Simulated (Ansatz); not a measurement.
# CH5AlO2 (SMILES C[Al](O)O): wB97M-V/def2-SVP

What is the vertical ionisation energy of CH5AlO2 at wB97M-V/def2-SVP? 

The results are computed with Ansatz 0.2.0.

65 further runs of the same task are left out: 65 set aside as unsound or not needed.

## (1) The structure to begin with

The species is CH5AlO2 (9 atoms), meant as a singlet with charge 0. SMILES: `C[Al](O)O`. Geometry: relaxed at PBE0-D4/def2-TZVP. This is one conformer, not always the lowest.

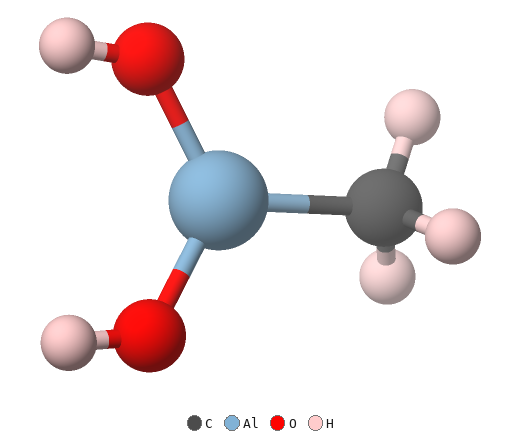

Viewed from a chosen angle; carbon dark grey, aluminium light blue, oxygen red, hydrogen pink.

## (2) The energy at wB97M-V/def2-SVP

The input, molecule.yaml:

```yaml
crystal:
  periodic: [false, false, false]
  atoms:
    - {symbol: C, position_ang: [-0.025110, 1.109820, -1.034090]}
    - {symbol: Al, position_ang: [-0.001290, -0.302910, 0.285630]}
    - {symbol: O, position_ang: [0.957740, -1.672870, -0.006720]}
    - {symbol: O, position_ang: [-0.933740, -0.131550, 1.694140]}
    - {symbol: H, position_ang: [-0.226970, 0.712350, -2.032300]}
    - {symbol: H, position_ang: [-0.780650, 1.863510, -0.803740]}
    - {symbol: H, position_ang: [0.945840, 1.611200, -1.084700]}
    - {symbol: H, position_ang: [1.048330, -2.422320, 0.577320]}
    - {symbol: H, position_ang: [-0.984140, -0.767250, 2.404460]}
basis:
  gaussian: {orbitals: def2-SVP}
hamiltonian: {xc: {name: wB97M-V}}
accuracy: high
output: {orbitals: {seedname: orbitals}}
```

Run with:

```
$ ansatz run molecule.yaml --threads 1 --pin off --max-ram 3480MiB --events-out events.jsonl --progress --plain --runs-dir runs
```

Log:

```text
Warning: RAYON_NUM_THREADS=1 ignored (pool sized by the plan → 1); use --threads N
Functional definition: wB97M-V
  name "wB97M-V"
  parameter omega = 0.3/bohr
  parameter cx = 0.15
  parameter cx01 = 1.007
  parameter cx10 = 0.259
  parameter css00 = 0.443
  parameter css04 = -1.437
  parameter css10 = -4.535
  parameter css20 = -3.390
  parameter css43 = 4.278
  parameter cos00 = 1.000
  parameter cos10 = 1.358
  parameter cos20 = 2.924
  parameter cos21 = -8.812
  parameter cos60 = -1.390
  parameter cos61 = 9.142
  parameter b = 6.0
  parameter c = 0.01
  gx(w, u) = 1 - cx + cx01*u + cx10*w
  gss(w, u) = css00 + css04*u^4 + css10*w + css20*w^2 + css43*w^4*u^3
  gos(w, u) = cos00 + cos10*w + (cos20 + cos21*u)*w^2 + (cos60 + cos61*u)*w^6
  exchange = spin_sum(e_x_unif_sr(omega)*gx(b97_w, b97_u_x)) + cx*exact_x_sr(omega) + exact_x_lr(omega)
  correlation = spin_sum(e_c_pw_mod_same_spin*gss(b97_w, b97_u_same))
      + integral(e_c_pw_mod_opposite_spin*gos(b97_w_opposite, b97_u_opposite)) + vv10(b, c)
1886 factors; integrals over basis functions are off by at most 1.0e-8 eV
369 factors; integrals over basis functions are off by at most 2.0e-9 eV
mean field evaluation 1: about -11795.3971 eV, gradient 6.8e1 eV
mean field evaluation 2: about -11795.4304 eV, gradient 7.1e1 eV
mean field evaluation 4: about -11804.0838 eV, gradient 1.6e0 eV
mean field evaluation 8: about -11804.1892 eV, gradient 7.4e-2 eV
mean field evaluation 16: about -11804.1892 eV, gradient 1.9e-5 eV
mean field -11804.18917785 eV, -433.7959511193 hartree, gradient 5.0e-8 eV, S^2 0.000000; 0 other end points of the search recorded, 0 dependent functions left out
reference -11804.18918275 eV, -433.7959512991 hartree; 20, 20 occupied and 65, 65 virtual orbitals, 1886 factors
Total energy: -11804.18918275 eV, -433.7959512991 hartree
```

Run time: 32 s. Hardware: 1 thread of AMD EPYC 9R14 (Zen 4), shared host; peak memory 0.57 GiB.

## (3) The doublet cation at the same level

molecule.yaml: that of step 2 with these lines changed.

```diff
@@ -13,5 +13,11 @@
 basis:
-  gaussian: {orbitals: def2-SVP}
-hamiltonian: {xc: {name: wB97M-V}}
+  gaussian:
+    orbitals: def2-SVP
+output: {orbitals: {seedname: orbitals}}
+magnetization:
+  spin_polarized: true
+  initial_magnetization: 1
+hamiltonian:
+  xc: {name: wB97M-V}
 accuracy: high
-output: {orbitals: {seedname: orbitals}}
+total_charge: 1
```

Run with:

```
$ ansatz run molecule.yaml --threads 1 --pin off --max-ram 3480MiB --events-out events.jsonl --progress --plain --runs-dir runs
```

Log, shortened:

```text
Warning: RAYON_NUM_THREADS=1 ignored (pool sized by the plan → 1); use --threads N
[... 2 set-up lines as earlier in the session ...]
[...]
  gx(w, u) = 1 - cx + cx01*u + cx10*w
  gss(w, u) = css00 + css04*u^4 + css10*w + css20*w^2 + css43*w^4*u^3
  gos(w, u) = cos00 + cos10*w + (cos20 + cos21*u)*w^2 + (cos60 + cos61*u)*w^6
[...]
      + integral(e_c_pw_mod_opposite_spin*gos(b97_w_opposite, b97_u_opposite)) + vv10(b, c)
1886 factors; integrals over basis functions are off by at most 1.0e-8 eV
369 factors; integrals over basis functions are off by at most 2.1e-9 eV
[...]
mean field -11793.08757971 eV, -433.3879749126 hartree, gradient 2.4e-8 eV, S^2 0.760231; 6 other end points of the search recorded, 0 dependent functions left out
reference -11793.08758448 eV, -433.3879750877 hartree; 20, 19 occupied and 65, 66 virtual orbitals, 1886 factors
Total energy: -11793.08758448 eV, -433.3879750877 hartree
```

Run time: 2.8 min. Hardware: 1 thread of AMD EPYC 9R14 (Zen 4), shared host; peak memory 1 GiB.

## (4) What came out

Level: wB97M-V/def2-SVP.

| quantity | value |
| --- | --- |
| singlet CH5AlO2: total energy | -433.79595 Eh |
| singlet CH5AlO2: HOMO energy | -10.75 eV |
| singlet CH5AlO2: LUMO energy | 1.75 eV |
| singlet CH5AlO2: HOMO–LUMO gap | 12.51 eV |
| doublet cation: total energy | -433.38798 Eh |
| doublet cation: HOMO energy (highest over α and β) | -16.53 eV |
| doublet cation: LUMO energy (lowest over α and β) | -11.38 eV |
| doublet cation: ⟨S²⟩ | 0.760 |
| vertical ionisation energy (to the doublet cation) | 11.102 eV |

Removing an electron at fixed nuclei costs 11.10 eV (1071 kJ/mol). The negative HOMO energy of the first species, 10.75 eV, lies 0.35 eV below that difference.
